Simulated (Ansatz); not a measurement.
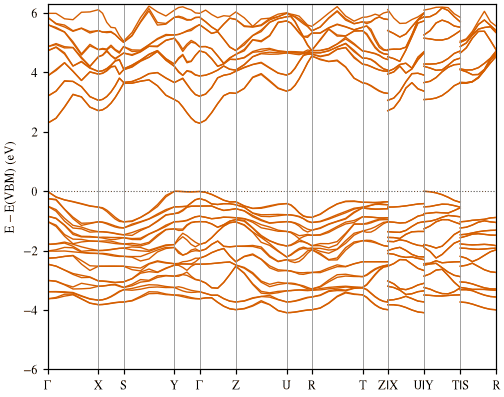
Fig. 1. Band structure from the program Ansatz at the r²SCAN with spin–orbit coupling level (PAW)

The gap is 2.29 eV; an edge lies off the plotted path or next to a special point (maximum on the S–Y line, 98 % of the way from S, minimum at Γ).

The material is Mg4Te3S in space group Pmm2 (No. 25; Pearson symbol oP8).

The first step of the workflow began from a Materials Project structure, measured or hypothetical; the Crystallography Open Database copy checked does not list it. Its standing as an ambient phase is unchecked. Symmetry was held in the r²SCAN relaxation; whether a distortion lowers the energy is not shown.

Potentials: the later of the program's two PAW sets.
